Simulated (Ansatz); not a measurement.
Stretching the Sb1–H2 bond in stibine (SMILES [SbH3]) (multiplicity 1 held, fragments rigid). Energies count from the point at 1.714 Å.
Geometry at that point (charge 0, multiplicity 1):
```xyz
4

Sb     0.0001    -0.0005     0.0536
H     -0.9037    -1.0834    -0.9198
H     -0.4976     1.3358    -0.8970
H      1.3945    -0.2254    -0.9172
```

R- and RO- levels are restricted; in cc, def2 and unpolarised 6-31G sets they are followed outwards from rest. U- levels take the lowest unrestricted solution at each point, which mixes spins at long bonds. Active spaces are followed from a long bond inwards. Curves can end on different states.

Correlated levels freeze the cores. Filled d and f shells under p-block atoms count as core.

The values were computed with Ansatz (Gaussian orbitals).  In def2 rows elements past Kr take small-core potentials, without spin–orbit coupling.

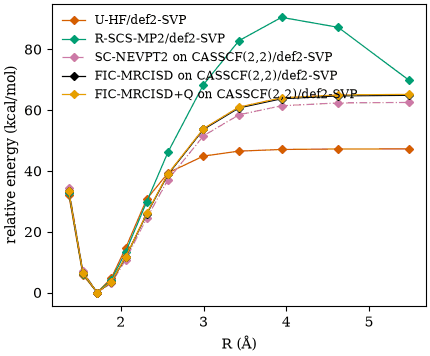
Fig. 1. Relative energy along the coordinate

Task: Read off the U-HF/def2-SVP curve at R = 4.627.

Result: about 47 kcal/mol

Doubts at one or more of the structures used: a spin-contaminated determinant (U-HF/def2-SVP); a restricted determinant that unrestricted orbitals would lower (R-SCS-MP2/def2-SVP).

Ansatz is a quantum-chemistry and plane-wave program.
